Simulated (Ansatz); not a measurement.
## What a change does: single-point calculation on Cu2F

System: Cu2F, charge +1.
Method of run 1: RKS B2PLYP (frozen core with 3s3p of Cu, Zn)/def2-TZVP (Ansatz 0.2.0).

The geometry comes from this level: PBE-D4/def2-TZVP. Text and figures count atoms from 1; the logs count them from 0 in places.

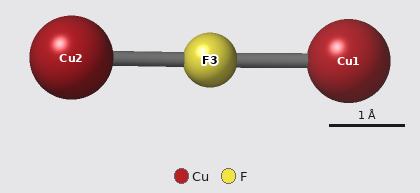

The input geometry (ball-and-stick view, seen on its broad side; atoms are numbered from 1 in the order of the input). Sticks mark near contacts. Bond lengths as drawn: Cu–F 1.87 Å.

Input file, run 1:
```yaml
crystal:
  periodic: [false, false, false]
  atoms:
    - {symbol: Cu, position_ang: [0.538358, 1.483446, -0.999335]}
    - {symbol: Cu, position_ang: [-0.544867, -1.482075, 0.997754]}
    - {symbol: F, position_ang: [0.006498, -0.001372, 0.001571]}
basis:
  gaussian: {orbitals: def2-TZVP, initial_orbitals: start.molden}
total_charge: 1
hamiltonian: {xc: {name: B2PLYP}}
correlation: {frozen_orbitals: {Cu: 9, F: 1}}
scf: {omitted_lower_state_checks: [starts]}
```

Command:
```bash
ansatz run in.yaml --threads 4 --pin off --events-out ev --progress --plain --max-ram 3916MiB
```

Hardware: 4 threads of Arm Neoverse N1, 23 GiB of memory available, shared host.

Output (run 1):
```
Functional definition: B2PLYP
  parameter a = 0.53
  parameter c = 0.27
  exchange = (1 - a)*b88_x + a*exact_x
  correlation = (1 - c)*lyp_c + c*(mp2_os + mp2_ss)
these checks for a lower state are left out or cut short: starts
1151 factors; integrals over basis functions are off by at most 8.0e-4 eV
mean field evaluation 1: about -91966.3941 eV, gradient 1.1e1 eV
mean field evaluation 2: about -91966.5152 eV, gradient 2.9e-1 eV
mean field evaluation 4: about -91966.6902 eV, gradient 1.8e-2 eV
mean field evaluation 8: about -91966.6902 eV, gradient 1.1e-6 eV
mean field -91966.69017065 eV, -3379.7135265098 hartree, gradient 1.7e-6 eV, S^2 0.000000; 0 other end points of the search recorded, 0 dependent functions left out
19 core orbitals not correlated: weight in the atoms' cores, before any rotation towards them, 1.000 or more for the frozen orbitals, at most 0.000 for the correlated occupied ones
reference -91966.69032229 eV, -3379.7135320826 hartree; 14, 14 occupied and 88, 88 virtual orbitals, 1151 factors
second order -34.71762588 eV of doubles, -0.00000000 eV of singles
Total energy: -91976.06408128 eV, -3380.0580113716 hartree
Checks for a lower state left out: starts
```

For run 2 the input was changed thus:
```diff
-    - {symbol: Cu, position_ang: [0.538358, 1.483446, -0.999335]}
-    - {symbol: Cu, position_ang: [-0.544867, -1.482075, 0.997754]}
-    - {symbol: F, position_ang: [0.006498, -0.001372, 0.001571]}
+    - {symbol: Cu, position_ang: [0.307708, 1.487909, -1.023921]}
+    - {symbol: Cu, position_ang: [-0.746395, -1.397987, 0.919549]}
+    - {symbol: F, position_ang: [0.438677, -0.089922, 0.104362]}
+magnetization: {spin_polarized: true, initial_magnetization: 4}
```

Predict how the results change.

With the same method and basis, run 2 lies 136.9 kcal/mol higher. On the same kind of shared host run 2 took about 3.5 times as long.

Output (run 2):
```
Functional definition: B2PLYP
  parameter a = 0.53
  parameter c = 0.27
  exchange = (1 - a)*b88_x + a*exact_x
  correlation = (1 - c)*lyp_c + c*(mp2_os + mp2_ss)
these checks for a lower state are left out or cut short: starts
1151 factors; integrals over basis functions are off by at most 7.5e-4 eV
mean field evaluation 1: about -91962.2713 eV, gradient 8.4e0 eV
mean field evaluation 2: about -91962.5209 eV, gradient 6.6e-1 eV
mean field evaluation 4: about -91962.6592 eV, gradient 3.7e-2 eV
mean field evaluation 8: about -91962.6593 eV, gradient 1.7e-5 eV
mean field -91962.65932505 eV, -3379.5653956663 hartree, gradient 1.6e-6 eV, S^2 6.002205; 0 other end points of the search recorded, 0 dependent functions left out
19 core orbitals not correlated: weight in the atoms' cores, before any rotation towards them, 1.000 or more for the frozen orbitals, at most 0.000 for the correlated occupied ones
reference -91962.65948043 eV, -3379.5654013764 hartree; 16, 12 occupied and 86, 90 virtual orbitals, 1151 factors
second order -27.66431050 eV of doubles, -0.00000000 eV of singles
Total energy: -91970.12884427 eV, -3379.8398954345 hartree
Checks for a lower state left out: starts
```

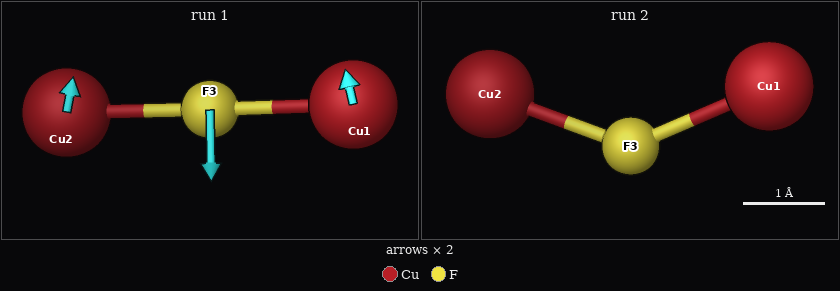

The two input geometries at one scale (ball-and-stick view, seen at a tilt). The teal arrows on the first give the shifts of the atoms after the best rigid fit, magnified 2 times. The largest move after the best rigid fit is that of F3, 0.45 Å. Largest moves by element: F 0.45 Å, Cu 0.23 Å. Among the contacts that change: Cu1–F3 1.868 → 1.944 Å.

The two runs side by side:

| quantity | run 1 | run 2 |
| --- | --- | --- |
| outcome | converged | converged |
| total energy (hartree) | −3380.058011 | −3379.839895 |
| basis functions | 121 | 121 |
| ⟨S²⟩ | – | 6.002 |
| wall time (shared host) | 3.5 s | 12 s |
